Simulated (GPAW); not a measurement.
# Polarising Cl/Ni(100) with a field along the normal

The dipole of the cell at several fields, atoms fixed. What does the strongest field give, and what length does the slope stand for?

How it was computed: GPAW 26.7.0, plane waves (400 eV), PAW setups, PBE, 13×13 mesh, a dipole layer in the vacuum; geometry relaxed without an applied field with GPAW. The cell's area is 6.20 Å², and e/ε0 = 180.95 V Å.

What came out, but for one run:

| field (V/Å) | dipole (e Å) |
| --- | --- |
| −0.2 | −0.0580 |
| −0.1 | −0.0235 |
| −0.05 | −0.0062 |
| 0.05 | 0.0282 |
| 0.1 | 0.0457 |
| 0.2 | 0.0802 |
| 0.3 | ? |

**Question.** What is the dipole at 0.3 V/Å?

A: A line through the 6 points has the slope α = 0.346 e Å per V/Å and the intercept p₀ = 0.0111 e Å (r.m.s. residual 7.0e−05). At 0.3 V/Å it gives p = 0.0111 + 0.346 × 0.3 = 0.1147 e Å; the run gives 0.1149 e Å, so the response stays linear to 0.2 % of the induced part. Dividing by ε0 and the area: α/(ε0 A) = 0.346 × 180.95 / 6.20 = 10.09 Å, against 7.54 Å between the outer nuclei.

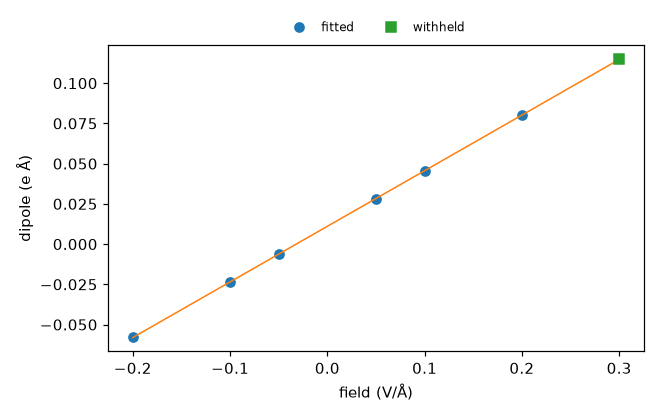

The line and the withheld run.

Caveats: This is the electronic response alone; ions that move would add to it in polar layers. Spin-polarised runs started from parallel moments; another order may lie lower.
